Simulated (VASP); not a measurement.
## LaPb3: accuracy against cost in the plane-wave cutoff and precision settings

How sensitive are energy and pressure of LaPb3 to the plane-wave cutoff and precision settings? The series runs use LDA. The plane-wave cutoff tried: ENCUT = 140; ENCUT = 180; ENCUT = 210; ENCUT = 240; ENCUT = 270; ENCUT = 310; ENCUT = 380; ENCUT = 480. The precision settings tried: PREC = Low; PREC = Medium; PREC = Normal; PREC = Single; PREC = Accurate; LREAL = Auto; ADDGRID = .TRUE.; LASPH = .FALSE.. The start is a cell from a database of measured crystal structures.

Main program and level: VASP 6.6.1; LDA; plane waves and PAW (La, Pb_d).

The database entry behind the starting cell is an old determination (1935), so it need not match the best structure at ambient conditions.

## 1. The structure

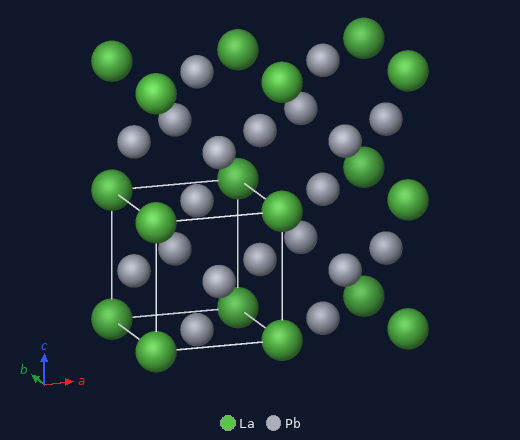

Start, viewed slightly off an axis; lanthanum green, lead light grey. 2×1×2 cells are drawn. Some periodic images of atoms are drawn too.

## 2. Plane-wave cutoff: ENCUT = 140

The basis grows with ENCUT, and energy and stress both move with it. LDA, the lowest rung, knows the local density alone.

Contents of INCAR:

```
SYSTEM = LaPb3
PREC = Accurate
ENCUT = 140
EDIFF = 1E-06
NELM = 100
ISMEAR = -1
SIGMA = 0.05
LREAL = .FALSE.
ALGO = Normal
GGA = CA
NBANDS = 32
LASPH = .TRUE.
LORBIT = 11
LWAVE = .FALSE.
LCHARG = .FALSE.
KPAR = 4
ISIF = 2
```

Contents of POSCAR:

```
LaPb3
1.0
    4.8930000000      0.0000000000      0.0000000000
    0.0000000000      4.8930000000      0.0000000000
    0.0000000000      0.0000000000      4.8930000000
La Pb
1 3
Direct
    0.0000000000      0.0000000000      0.0000000000
    0.0000000000      0.5000000000      0.5000000000
    0.5000000000      0.0000000000      0.5000000000
    0.5000000000      0.5000000000      0.0000000000
```

Contents of KPOINTS:

```
Automatic mesh
0
Gamma
5 5 5
0 0 0
```

The projector-augmented-wave data sets are La and Pb_d (PBE family, release 64).

Run with:

```console
> mpirun -np 4 vasp_std
```

What it wrote:

```text
[banner, memory and clock lines left out]
running    4 mpi-ranks, on    1 nodes
 distrk:  each k-point on    1 cores,    4 groups
 distr:  one band on    1 cores,    1 groups

 POSCAR found type information on POSCAR LaPb
 POSCAR found :  2 types and       4 ions
|                                                                             |
|               ----> ADVICE to this user running VASP <----                  |
|                                                                             |
|     You enforced a specific xc type in the INCAR file but a different       |
|     [... a line on the potential file left out ...]
|     I HOPE YOU KNOW WHAT YOU ARE DOING!                                     |
|                                                                             |

 LDA part: xc-table for (Slater(with rela. corr.)+CA(PZ))
 , standard interpolation
 POSCAR, INCAR and KPOINTS ok, starting setup
 FFT: planning ... GRIDC
 FFT: planning ... GRID_SOFT
 FFT: planning ... GRID
 WAVECAR not read
 entering main loop
       N       E                     dE             d eps       ncg     rms          rms(c)
DAV:   1     0.294376829719E+03    0.29438E+03   -0.13017E+04   680   0.583E+02
DAV:   2     0.212477764967E+02   -0.27313E+03   -0.27074E+03   696   0.239E+02
DAV:   3     0.687683219002E+01   -0.14371E+02   -0.14087E+02   832   0.545E+01
DAV:   4     0.651839959026E+01   -0.35843E+00   -0.35818E+00   992   0.731E+00
DAV:   5     0.651380718331E+01   -0.45924E-02   -0.45919E-02   856   0.799E-01    0.141E+01
DAV:   6     0.105759098354E+02    0.40621E+01   -0.83930E+00   776   0.190E+01    0.638E+00
DAV:   7     0.112456660999E+02    0.66976E+00   -0.25382E+00   776   0.119E+01    0.138E+00
DAV:   8     0.112558102761E+02    0.10144E-01   -0.97304E-02   848   0.178E+00    0.414E-01
DAV:   9     0.112563395883E+02    0.52931E-03   -0.72918E-03   800   0.418E-01    0.546E-02
DAV:  10     0.112563179037E+02   -0.21685E-04   -0.42778E-04  1072   0.113E-01    0.127E-02
DAV:  11     0.112563223678E+02    0.44641E-05   -0.50045E-05   960   0.364E-02    0.275E-03
DAV:  12     0.112563224480E+02    0.80200E-07   -0.24263E-06   640   0.943E-03
   1 F= 0.11256322E+02 E0= 0.11260672E+02  d E =-.869970E-02
```

The job ended after 2 s (4 MPI ranks of Intel Xeon 6975P-C (Granite Rapids), shared host; peak memory 0.46 GiB; 6.1 s of CPU time).

Lines that name or quote the potential files are left out of all logs, and their timing lines are given in words.

From OUTCAR (step 2):

```text
ion  position               nearest neighbor table
   1  0.000  0.000  0.000-   2 3.46   3 3.46   4 3.46   2 3.46   3 3.46   2 3.46   4 3.46   2 3.46
                             3 3.46   4 3.46   3 3.46   4 3.46
   2  0.000  0.500  0.500-   1 3.46   3 3.46   4 3.46   1 3.46   4 3.46   1 3.46   3 3.46   1 3.46
                             3 3.46   4 3.46   4 3.46   3 3.46
   3  0.500  0.000  0.500-   1 3.46   2 3.46   4 3.46   1 3.46   4 3.46   2 3.46   4 3.46   4 3.46
                             1 3.46   2 3.46   1 3.46   2 3.46
   4  0.500  0.500  0.000-   1 3.46   2 3.46   3 3.46   2 3.46   3 3.46   1 3.46   3 3.46   3 3.46
                             1 3.46   2 3.46   2 3.46   1 3.46

  LATTYP: Found a simple cubic cell.
 ALAT       =     4.8930000000

 Subroutine GETGRP returns: Found 48 space group operations
 (whereof 48 operations were pure point group operations)

The static configuration has the point symmetry O_h .

 Found     10 irreducible k-points:

   k-points           NKPTS =     10   k-points in BZ     NKDIM =     10   number of bands    NBANDS=     32

   dimension x,y,z NGX =    20 NGY =   20 NGZ =   20
   dimension x,y,z NGXF=    40 NGYF=   40 NGZF=   40

   ENCUT  =  140.0 eV  10.29 Ry    3.21 a.u.   4.72  4.72  4.72*2*pi/ulx,y,z

   NELECT =      53.0000    total number of electrons

 k-points in reciprocal lattice and weights: Automatic mesh
   0.00000000  0.00000000  0.00000000       0.008
   0.20000000  0.00000000  0.00000000       0.048
   0.40000000  0.00000000  0.00000000       0.048
   0.20000000  0.20000000  0.00000000       0.096
   0.40000000  0.20000000  0.00000000       0.192
   0.40000000  0.40000000  0.00000000       0.096
   0.20000000  0.20000000  0.20000000       0.064
   0.40000000  0.20000000  0.20000000       0.192
   0.40000000  0.40000000  0.20000000       0.192
   0.40000000  0.40000000  0.40000000       0.064

 average (electrostatic) potential at core
       1 -96.7821       2 -92.0189       3 -92.0189       4 -92.0189

 E-fermi :   7.9366

 k-point     1 :       0.0000    0.0000    0.0000
  band No.  band energies     occupation
    ...
     21       0.8961      2.00000
     22       0.8961      2.00000
     23       5.7768      2.00000
     24       5.7768      2.00000
     25       5.7768      2.00000
     26       8.9805      0.00000
     27       8.9805      0.00000
     28       8.9805      0.00000
     29       9.6186      0.00000
     30       9.6194      0.00000
    ...

 k-point     2 :       0.2000    0.0000    0.0000
  band No.  band energies     occupation
    ...
     22       0.9850      2.00000
     23       5.8015      2.00000
     24       5.8015      2.00000
     25       6.2523      2.00000
     26       7.6232      1.99622
     27       8.4890      0.00003
     28       8.4890      0.00003
     29       9.8142      0.00000
     30       9.9110      0.00000
     31      10.2774      0.00000
    ...

 k-point     3 :       0.4000    0.0000    0.0000
  band No.  band energies     occupation
    ...
     22       1.1268      2.00000
     23       5.7692      2.00000
     24       5.7692      2.00000
     25       6.5448      2.00000
     26       7.3839      1.99997
     27       8.2460      0.00411
     28       8.2460      0.00411
     29       9.4483      0.00000
     30       9.9569      0.00000
     31      10.4792      0.00000
    ...

  Total     -295.4129107   -295.4129107   -295.4129107     -0.0000000      0.0000000     -0.0000000
  in kB    -4040.3073805  -4040.3073805  -4040.3073805     -0.0000000      0.0000000     -0.0000000
  external PRESSURE =   -4040.3073805 kB  Pullay stress =       0.0000000 kB

  energy-cutoff  :      140.00
  volume of cell :      117.15
      direct lattice vectors                 reciprocal lattice vectors
     4.893000000  0.000000000  0.000000000     0.204373595  0.000000000  0.000000000
     0.000000000  4.893000000  0.000000000     0.000000000  0.204373595  0.000000000
     0.000000000  0.000000000  4.893000000     0.000000000  0.000000000  0.204373595

 POSITION                                       TOTAL-FORCE (eV/Angst)
 -----------------------------------------------------------------------------------
      0.00000      0.00000      0.00000         0.000000      0.000000      0.000000
      0.00000      2.44650      2.44650         0.000000      0.000000      0.000000
      2.44650      0.00000      2.44650         0.000000      0.000000      0.000000
      2.44650      2.44650      0.00000         0.000000      0.000000      0.000000
 -----------------------------------------------------------------------------------
    total drift:                               -0.000000      0.000000      0.000000

  FREE ENERGIE OF THE ION-ELECTRON SYSTEM (eV)
  ---------------------------------------------------
  free  energy   TOTEN  =        11.2563224480 eV

  energy  without entropy=       11.2650221434  energy(sigma->0) =       11.26067230

 total charge
# of ion       s       p       d       f       tot
--------------------------------------------------
    1        2.033   5.706   0.802   0.116   8.657
    2        1.318   0.941  10.318   0.000  12.577
    3        1.318   0.941  10.318   0.000  12.577
    4        1.318   0.941  10.318   0.000  12.577
--------------------------------------------------
tot          5.988   8.528  31.756   0.116  46.388

[... 3 further parts left out ...]
```

This run has no spin polarisation. Its electron count is odd, so without a moment it is a metal by construction. The k-mesh is coarse for a metal. The PAW data sets were made with PBE, though LDA sets exist; this is a small mismatch.

This step gave:

| Quantity | Value |
| --- | --- |
| SCF cycles | 12 |
| electrons | 53 |
| bands | 32 |
| irreducible k-points | 10 |
| symmetry operations | 48 |
| free energy (TOTEN) | 11.26 eV |
| energy at zero smearing | 11.26 eV |
| Fermi energy | 7.937 eV |
| pressure | -404.0 GPa |
| metallic | yes |

The series starts at 2.8152 eV an atom and -404.03 GPa, after 12 cycles in 2 s.

## 3. Plane-wave cutoff: ENCUT = 180

INCAR: that of step 2 with these lines changed.

```diff
@@ -2,3 +2,3 @@
 PREC = Accurate
-ENCUT = 140
+ENCUT = 180
 EDIFF = 1E-06
```

POSCAR is that of step 2.

KPOINTS is that of step 2.

Run with:

```console
> mpirun -np 4 vasp_std
```

What it wrote:

```text
[banner, memory and clock lines left out]
running    4 mpi-ranks, on    1 nodes
[...]
[... a notice as in an earlier step ...]

 LDA part: xc-table for (Slater(with rela. corr.)+CA(PZ))
 , standard interpolation
 POSCAR, INCAR and KPOINTS ok, starting setup
[...]
entering main loop
       N       E                     dE             d eps       ncg     rms          rms(c)
DAV:   1     0.391360902370E+03    0.39136E+03   -0.13897E+04   640   0.829E+02
DAV:   2     0.163640771472E+02   -0.37500E+03   -0.37058E+03   672   0.318E+02
DAV:   3    -0.179694240313E+02   -0.34334E+02   -0.33916E+02   776   0.105E+02
DAV:   4    -0.194124077262E+02   -0.14430E+01   -0.13844E+01  1024   0.187E+01
[...]
DAV:  11    -0.187701557709E+02   -0.23612E-05   -0.95513E-05   992   0.539E-02    0.794E-03
DAV:  12    -0.187701532409E+02    0.25299E-05   -0.13177E-05   872   0.288E-02    0.374E-03
DAV:  13    -0.187701530862E+02    0.15473E-06   -0.27475E-06   648   0.980E-03
   1 F= -.18770153E+02 E0= -.18765020E+02  d E =-.102671E-01
```

The job ended after 2.4 s (4 MPI ranks; peak memory 0.48 GiB).

Parts of OUTCAR (step 3):

```text
  Total      -41.8288923    -41.8288923    -41.8288923     -0.0000000      0.0000000      0.0000000
  in kB     -572.0859720   -572.0859720   -572.0859720     -0.0000000      0.0000000      0.0000000
  external PRESSURE =    -572.0859720 kB  Pullay stress =       0.0000000 kB

 POSITION                                       TOTAL-FORCE (eV/Angst)
 -----------------------------------------------------------------------------------
      0.00000      0.00000      0.00000         0.000000      0.000000      0.000000
      0.00000      2.44650      2.44650         0.000000      0.000000      0.000000
      2.44650      0.00000      2.44650         0.000000      0.000000      0.000000
      2.44650      2.44650      0.00000         0.000000      0.000000      0.000000
 -----------------------------------------------------------------------------------
    total drift:                                0.000000     -0.000000     -0.000000

  FREE ENERGIE OF THE ION-ELECTRON SYSTEM (eV)
  ---------------------------------------------------
  free  energy   TOTEN  =       -18.7701530862 eV

  energy  without entropy=      -18.7598859939  energy(sigma->0) =      -18.76501954

[... 1 part as in an earlier step ...]

[... 2 further parts left out ...]
[key lines of the parts left out:]
E-fermi :   7.8989
```

Against the run before the energy moves by -7506.42 meV an atom and the pressure by +346.82 GPa, after 13 cycles in 2.4 s.

## 4. Plane-wave cutoff: ENCUT = 210

INCAR: that of step 3 with these lines changed.

```diff
@@ -2,3 +2,3 @@
 PREC = Accurate
-ENCUT = 180
+ENCUT = 210
 EDIFF = 1E-06
```

POSCAR is that of step 3.

KPOINTS is that of step 3.

Run with:

```console
> mpirun -np 4 vasp_std
```

What it wrote:

```text
[... set-up lines as in an earlier step ...]
 entering main loop
       N       E                     dE             d eps       ncg     rms          rms(c)
DAV:   1     0.455191387393E+03    0.45519E+03   -0.14527E+04   640   0.103E+03
DAV:   2     0.347979223590E+02   -0.42039E+03   -0.41444E+03   648   0.359E+02
DAV:   3    -0.183857088669E+02   -0.53184E+02   -0.52649E+02   792   0.144E+02
DAV:   4    -0.208047029897E+02   -0.24190E+01   -0.24143E+01  1032   0.309E+01
[...]
DAV:  11    -0.204267325712E+02    0.28606E-05   -0.15083E-04  1128   0.800E-02    0.864E-03
DAV:  12    -0.204267309034E+02    0.16678E-05   -0.21434E-05   888   0.449E-02    0.301E-03
DAV:  13    -0.204267309707E+02   -0.67276E-07   -0.21680E-06   624   0.125E-02
   1 F= -.20426731E+02 E0= -.20421578E+02  d E =-.103062E-01
```

Wall time 2.4 s (4 MPI ranks); peak memory 0.5 GiB; 7.6 s of CPU time.

From OUTCAR (step 4):

```text
  Total       -8.4535121     -8.4535121     -8.4535121      0.0000000     -0.0000000     -0.0000000
  in kB     -115.6171116   -115.6171116   -115.6171116      0.0000000     -0.0000000     -0.0000000
  external PRESSURE =    -115.6171116 kB  Pullay stress =       0.0000000 kB

  FREE ENERGIE OF THE ION-ELECTRON SYSTEM (eV)
  ---------------------------------------------------
  free  energy   TOTEN  =       -20.4267309707 eV

  energy  without entropy=      -20.4164247652  energy(sigma->0) =      -20.42157787

[... 2 parts as in an earlier step ...]

[... 2 further parts left out ...]
[key lines of the parts left out:]
E-fermi :   7.8959
```

Against the run before the energy moves by -414.14 meV an atom and the pressure by +45.65 GPa, after 13 cycles in 2.4 s.

## 5. Plane-wave cutoff: ENCUT = 240

INCAR: that of step 4 with these lines changed.

```diff
@@ -2,3 +2,3 @@
 PREC = Accurate
-ENCUT = 210
+ENCUT = 240
 EDIFF = 1E-06
```

POSCAR is that of step 4.

KPOINTS is that of step 4.

Run with:

```console
> mpirun -np 4 vasp_std
```

What it wrote:

```text
[... set-up lines as in an earlier step ...]
 entering main loop
       N       E                     dE             d eps       ncg     rms          rms(c)
DAV:   1     0.507422984956E+03    0.50742E+03   -0.14881E+04   640   0.123E+03
DAV:   2     0.508739718705E+02   -0.45655E+03   -0.44936E+03   640   0.389E+02
DAV:   3    -0.171910982201E+02   -0.68065E+02   -0.67434E+02   792   0.177E+02
DAV:   4    -0.208299214699E+02   -0.36388E+01   -0.35733E+01  1040   0.429E+01
[...]
DAV:  11    -0.205400986850E+02    0.91449E-05   -0.16564E-04  1168   0.956E-02    0.751E-03
DAV:  12    -0.205400980449E+02    0.64011E-06   -0.23076E-05   904   0.499E-02    0.221E-03
DAV:  13    -0.205400982139E+02   -0.16894E-06   -0.16482E-06   584   0.156E-02
   1 F= -.20540098E+02 E0= -.20534936E+02  d E =-.103241E-01
```

Wall time 3.6 s (4 MPI ranks); peak memory 0.54 GiB.

From OUTCAR (step 5):

```text
  Total       -1.9041483     -1.9041483     -1.9041483      0.0000000     -0.0000000      0.0000000
  in kB      -26.0426817    -26.0426817    -26.0426817      0.0000000     -0.0000000      0.0000000
  external PRESSURE =     -26.0426817 kB  Pullay stress =       0.0000000 kB

 POSITION                                       TOTAL-FORCE (eV/Angst)
 -----------------------------------------------------------------------------------
      0.00000      0.00000      0.00000         0.000000      0.000000      0.000000
      0.00000      2.44650      2.44650         0.000000      0.000000      0.000000
      2.44650      0.00000      2.44650         0.000000      0.000000      0.000000
      2.44650      2.44650      0.00000         0.000000      0.000000      0.000000
 -----------------------------------------------------------------------------------
    total drift:                                0.000000      0.000000      0.000000

  FREE ENERGIE OF THE ION-ELECTRON SYSTEM (eV)
  ---------------------------------------------------
  free  energy   TOTEN  =       -20.5400982139 eV

  energy  without entropy=      -20.5297741574  energy(sigma->0) =      -20.53493619

[... 1 part as in an earlier step ...]

[... 2 further parts left out ...]
[key lines of the parts left out:]
E-fermi :   7.8947
```

Against the run before the energy moves by -28.34 meV an atom and the pressure by +8.96 GPa, after 13 cycles in 3.6 s.

## 6. Plane-wave cutoff: ENCUT = 270

INCAR: that of step 5 with these lines changed.

```diff
@@ -2,3 +2,3 @@
 PREC = Accurate
-ENCUT = 240
+ENCUT = 270
 EDIFF = 1E-06
```

POSCAR is that of step 5.

KPOINTS is that of step 5.

Run with:

```console
> mpirun -np 4 vasp_std
```

What it wrote:

```text
[... set-up lines as in an earlier step ...]
 entering main loop
       N       E                     dE             d eps       ncg     rms          rms(c)
DAV:   1     0.534613725068E+03    0.53461E+03   -0.15937E+04   648   0.142E+03
DAV:   2     0.612353700510E+02   -0.47338E+03   -0.46590E+03   640   0.404E+02
DAV:   3    -0.153214078609E+02   -0.76557E+02   -0.75397E+02   776   0.197E+02
DAV:   4    -0.207283791216E+02   -0.54070E+01   -0.51140E+01  1072   0.546E+01
[...]
DAV:  11    -0.205380022529E+02    0.10135E-04   -0.27101E-04  1152   0.131E-01    0.101E-02
DAV:  12    -0.205380004584E+02    0.17945E-05   -0.32037E-05   920   0.602E-02    0.357E-03
DAV:  13    -0.205380007082E+02   -0.24988E-06   -0.48228E-06   728   0.186E-02
   1 F= -.20538001E+02 E0= -.20532840E+02  d E =-.103224E-01
```

Wall time 3.6 s (4 MPI ranks); peak memory 0.56 GiB; 12 s of CPU time.

From OUTCAR (step 6):

```text
  Total       -1.5130113     -1.5130113     -1.5130113     -0.0000000      0.0000000      0.0000000
  in kB      -20.6931732    -20.6931732    -20.6931732     -0.0000000      0.0000000      0.0000000
  external PRESSURE =     -20.6931732 kB  Pullay stress =       0.0000000 kB

  FREE ENERGIE OF THE ION-ELECTRON SYSTEM (eV)
  ---------------------------------------------------
  free  energy   TOTEN  =       -20.5380007082 eV

  energy  without entropy=      -20.5276783074  energy(sigma->0) =      -20.53283951

[... 2 parts as in an earlier step ...]

[... 2 further parts left out ...]
[key lines of the parts left out:]
E-fermi :   7.8945
```

Against the run before the energy moves by +0.52 meV an atom and the pressure by +0.53 GPa, after 13 cycles in 3.6 s.

## 7. Plane-wave cutoff: ENCUT = 310

INCAR: that of step 6 with these lines changed.

```diff
@@ -2,3 +2,3 @@
 PREC = Accurate
-ENCUT = 270
+ENCUT = 310
 EDIFF = 1E-06
```

POSCAR is that of step 6.

KPOINTS is that of step 6.

Run with:

```console
> mpirun -np 4 vasp_std
```

What it wrote:

```text
[... set-up lines as in an earlier step ...]
 entering main loop
       N       E                     dE             d eps       ncg     rms          rms(c)
DAV:   1     0.557927137540E+03    0.55793E+03   -0.16960E+04   648   0.158E+03
DAV:   2     0.715759772993E+02   -0.48635E+03   -0.47877E+03   640   0.426E+02
DAV:   3    -0.146321208504E+02   -0.86208E+02   -0.85610E+02   824   0.215E+02
DAV:   4    -0.205333877269E+02   -0.59013E+01   -0.55769E+01  1008   0.609E+01
[...]
DAV:  11    -0.205321895067E+02    0.12001E-04   -0.26727E-04  1168   0.136E-01    0.943E-03
DAV:  12    -0.205321887736E+02    0.73316E-06   -0.29767E-05   936   0.604E-02    0.334E-03
DAV:  13    -0.205321889587E+02   -0.18512E-06   -0.31255E-06   704   0.171E-02
   1 F= -.20532189E+02 E0= -.20527027E+02  d E =-.103240E-01
```

Wall time 3.8 s (4 MPI ranks); peak memory 0.58 GiB; 13 s of CPU time.

Parts of OUTCAR (step 7):

```text
  Total       -1.8209752     -1.8209752     -1.8209752     -0.0000000     -0.0000000     -0.0000000
  in kB      -24.9051388    -24.9051388    -24.9051388     -0.0000000     -0.0000000     -0.0000000
  external PRESSURE =     -24.9051388 kB  Pullay stress =       0.0000000 kB

  FREE ENERGIE OF THE ION-ELECTRON SYSTEM (eV)
  ---------------------------------------------------
  free  energy   TOTEN  =       -20.5321889587 eV

  energy  without entropy=      -20.5218649339  energy(sigma->0) =      -20.52702695

[... 2 parts as in an earlier step ...]

[... 2 further parts left out ...]
[key lines of the parts left out:]
E-fermi :   7.8942
```

Against the run before the energy moves by +1.45 meV an atom and the pressure by -0.42 GPa, after 13 cycles in 3.8 s.

(Part 1 of 3 ends here.)

[Lines on the potential files, build, host, timing and source positions are cut from VASP's logs without a mark.]

[Logs are printed without paths, hosts, clocks, repeated set-up lines and the standing remarks that a program may print on its own settings, such as how far it seeks lower states.]

[Hosts, paths, dates, database ids (printed as entryN), source tags and the programs' standing remarks are cut or masked in the printed files.]

[A measured line is paired with the nearest computed mode of its activity, which favours agreement.]

[In band tables of VASP the shares of atoms and orbitals are scaled to a sum of 1 inside the atoms' spheres.]
